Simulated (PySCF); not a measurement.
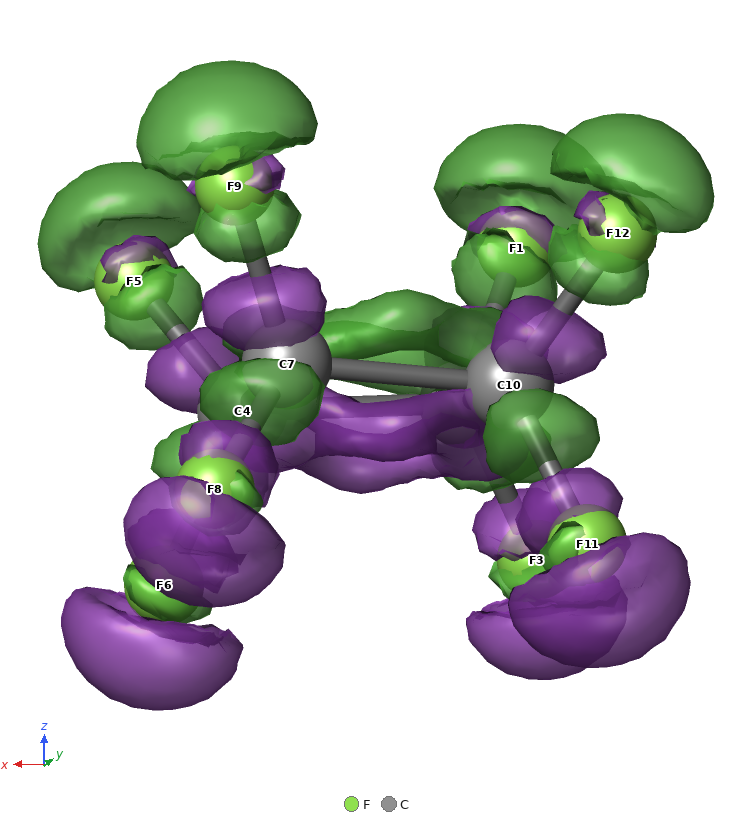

C4F8, SMILES `FC1(F)C(F)(F)C(F)(F)C1(F)F`. Change of the electron density in a uniform field of 0.51 V/Å, surfaces at ±0.006 e/Å³ (purple: gain, green: loss).

PySCF calculation, ωB97X/cc-pVDZ, gas phase; geometry: GFN2-xTB. No frequency check shows the geometry to be a minimum. A basis without diffuse functions makes polarisabilities too small.

Geometry (Å), atoms numbered from 1:

```
F1      -1.2426   -1.2425    1.2159
C2      -0.7825   -0.7825    0.0493
F3      -1.4189   -1.4186   -0.9339
C4       0.7825   -0.7825   -0.0493
F5       1.4189   -1.4186    0.9339
F6       1.2426   -1.2425   -1.2159
C7       0.7825    0.7825    0.0493
F8       1.4189    1.4186   -0.9339
F9       1.2426    1.2425    1.2159
C10     -0.7825    0.7825   -0.0493
F11     -1.2426    1.2425   -1.2159
F12     -1.4189    1.4186    0.9339
```

Q: Along which Cartesian direction does the field point?

A: Along +z: electrons gather on the −z side, against the field.

Q: How large is the response?

A: The induced dipole is 1.01 D (along the field); α along this axis, from the fields in both directions, is 40 bohr³ (5.9 Å³).

Q: Which atoms gain and lose the most charge?

A: Electrons gather most on F6 and F11 alike (Hirshfeld charge changes by −0.018 e) and leave F1 and F9 alike most (+0.018 e); 0.114 electrons are displaced in all.
